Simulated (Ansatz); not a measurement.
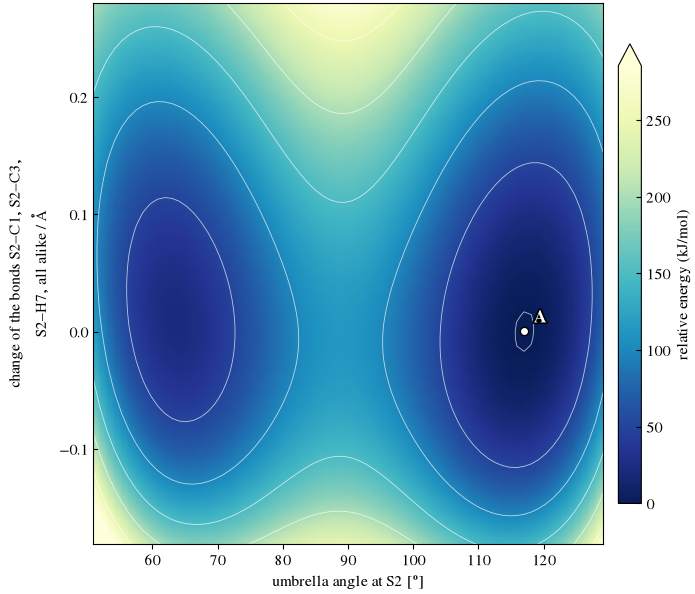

C2H7S, SMILES C[SH+]C, charge +1. 
- Coordinates scanned: (1) umbrella angle at S2 (between each of its bonds and their common axis; 90 is planar); (2) change of the bonds S2–C1, S2–C3, S2–H7, all alike.
- Nothing is relaxed (all other coordinates rigid).
- The grid has 15 × 15 points.
- Points are written as (first, second).
- All energies are given in kJ/mol relative to the lowest grid point.
- All numbers below come from RKS PBE0-D4/def2-TZVP (Ansatz).

In the figure: a smooth colour map with a few white contour lines, one colour for all values above the top of the scale, the point A. Between grid points the surface is interpolated.

### Find the lowest pass out of the well at A.

The easiest path leads from the well at about (117°, 0.00 Å) to the well at (62.1°, 0.016 Å), about 24 kJ/mol higher. Its highest point lies about 115 kJ/mol above the bottom of the first well on the interpolated surface, at about (90°, −0.01 Å). Seen from the upper well the barrier is about 91 kJ/mol. The start is the relaxed structure and all else is held, so a fully relaxed path at this level can only be lower.

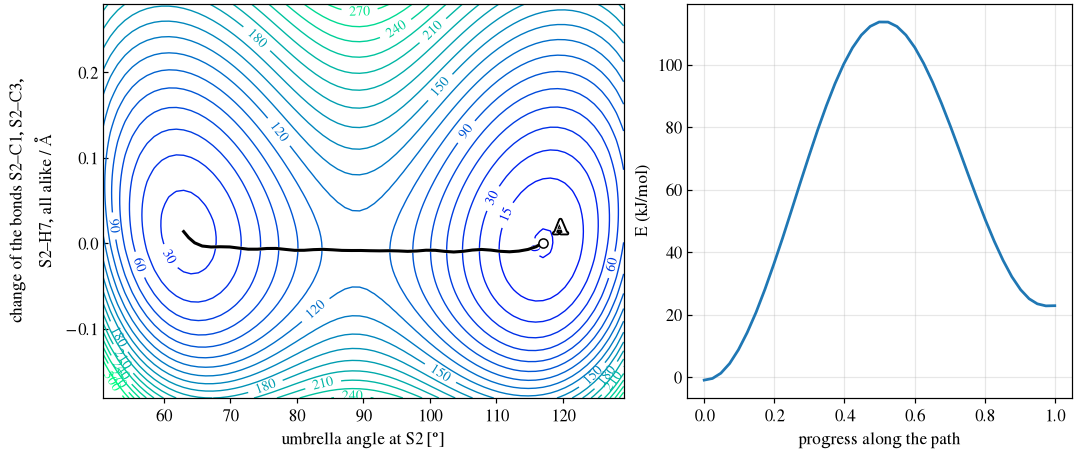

Drawn: contour lines labelled in kJ/mol (none above 300), a line along the lowest path, the energy along the path at the right. Between grid points the surface is interpolated.
